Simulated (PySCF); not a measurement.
AgC (quartet)

```xyz
2

Ag    0.0000    0.0000   -0.2044
C     0.0000    0.0000    1.8206
```

Method: PySCF 2.14.0, PBE0/x2c-TZVPPall, spin-free X2C-1e, Gaussian nucleus, at a bond length of 2.025 Å.

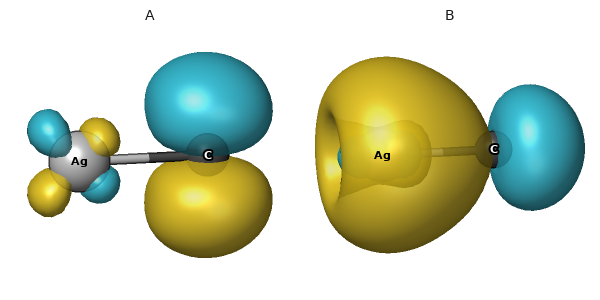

Figure 1. Two frontier α-spin orbitals, each drawn at the value that holds 80 % of its norm (yellow and cyan are the two phases), in no order; of a degenerate pair one member is drawn.

Question: Name the orbitals and rank them from lowest to highest energy.

Answer: Orbital B: σ, occupied in this spin, −6.71 eV; shared between the atoms (Ag 55 %, C 45 %).
Orbital A: π, occupied in this spin, −5.96 eV; mainly on C (80 %).

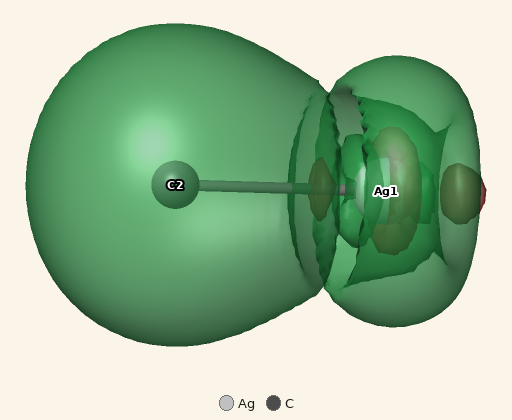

Figure 2. Isosurfaces of the spin density (α minus β) at +0.03 (green) and −0.03 e/Å³ (red), seen from one side.

Question: Where is the unpaired spin?

Answer: The unpaired spin (3 electrons) lies mostly on C2 (about 2.3) and Ag1 (about 0.7), in electrons by Hirshfeld's partition.

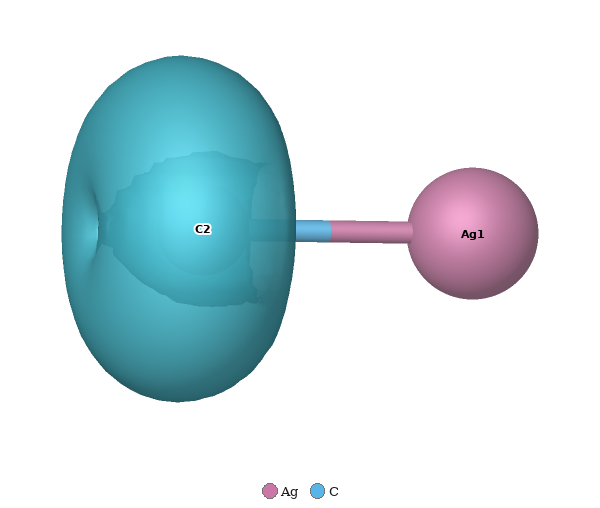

Figure 3. Isosurface of the electron localisation function at 0.8 (cyan), seen from one side. Core shells and regions of very low density are left out.

Question: Describe the localisation domains.

Answer: The ELF exceeds this value in one region wrapped around C (its valence shell). Profiles from the grid: C–Ag (2.02 Å): the ELF peaks at about 0.75 in the valence shell of C, 0.7 Å from its nucleus, and is about 0.25 at the midpoint.
